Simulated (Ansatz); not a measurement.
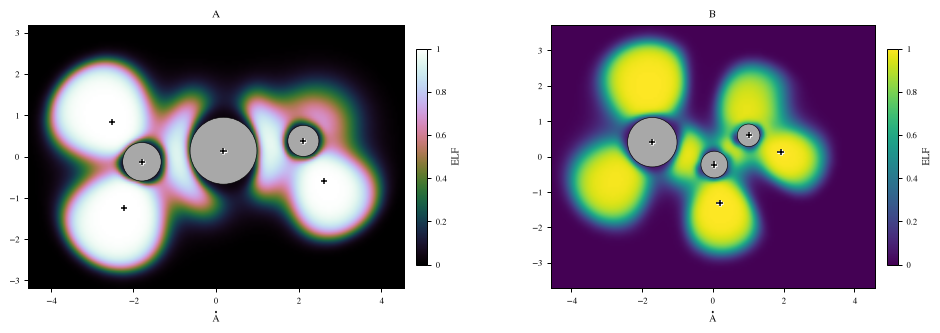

The ELF of 2 systems, each on a plane through atoms (crosses mark nuclei in the plane; grey discs cover the cores).

These are results of UKS PBE0-D4/def2-TZVPP in Ansatz, not measurements.

System 1: CH$_{5}$AlB (doublet), the plane of atoms Al3, C1 and H6. Geometry: PBE0-D4/def2-TZVP.

```yaml
atoms:
  - { symbol: C, position_ang: [-0.7921, 1.5411, -0.3794] }
  - { symbol: B, position_ang: [0.9815, -1.8813, 0.4539] }
  - { symbol: Al, position_ang: [0.0937, -0.1475, 0.0252] }
  - { symbol: H, position_ang: [-1.0398, 1.6247, -1.4408] }
  - { symbol: H, position_ang: [-0.1751, 2.3997, -0.1017] }
  - { symbol: H, position_ang: [-1.7284, 1.6118, 0.1840] }
  - { symbol: H, position_ang: [2.0226, -2.1540, -0.0714] }
  - { symbol: H, position_ang: [0.4599, -2.6269, 1.2327] }
```

System 2: CH$_{4}$NSi (doublet), the plane of atoms C2, N1 and H4. Geometry: PBE0-D4/def2-TZVP.

```xyz
7

N    -0.2779   -1.5061    0.0565
C    -0.2754   -0.3277   -0.4312
Si    0.8206    0.9799    0.3159
H    -0.9019   -2.1258   -0.4639
H    -0.8665   -0.0539   -1.3184
H     0.2785    2.3514    0.1300
H     1.2226    0.6821    1.7110
```

### Match each panel to its system.

Panel A is system 1, CH$_{5}$AlB: the plane holds C, B, Al and H. C–Al (1.95 Å): the ELF peaks at about 0.95 between the atoms, as expected for a polar covalent bond. Panel B is system 2, CH$_{4}$NSi: the plane holds N, C, Si and H. C–N (1.28 Å): the ELF peaks at about 0.90 between the atoms: localised, covalent bonding.
